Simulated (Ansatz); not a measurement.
Cost and result by functional for the surface energy of the (110) surface of germanium in its 1x1 cell, relaxed from an ideal cut (the real face may reconstruct), outermost plane spacing 2.04 Å in the ideal cut, in Ansatz (plane waves, PAW). Single points on the PBE structure, on one kind of machine; costs are rough ratios of the slab run's core time (references not counted) to the cheapest single point. r2SCAN's cost holds its higher cutoff (500 against 420 eV). Differences are taken against r2SCAN for comparison alone: no measured value is at hand, so the table doesn't rank accuracy.

Slab: 14 atoms, 12.2 Å thick at the start; k 6x5x1, smearing 0.025 eV, dipole-corrected; all atoms relaxed; start symmetry kept, larger cells not searched; no spin (no spin-polarised run to compare, though such a face may carry moments), no spin-orbit, no U. The slab shows no gap on its mesh. These notes are the PBE run's.

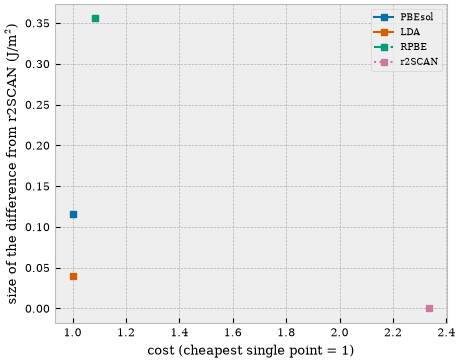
Figure: Difference from r2SCAN against cost

```tsv
functional	relative cost	surface energy (J/m²)	less r2SCAN (J/m²)
PBEsol	1	1.37	-0.12
LDA	1	1.45	-0.04
RPBE	1	1.13	-0.36
r2SCAN	2	1.49	0.00
PBE (the relaxed run's value)	–	1.23	-0.25
```

The values span 0.36 J/m², while the single points' costs differ by a factor of roughly 2. Differences are of unrounded values.

Ansatz is an electronic-structure program.
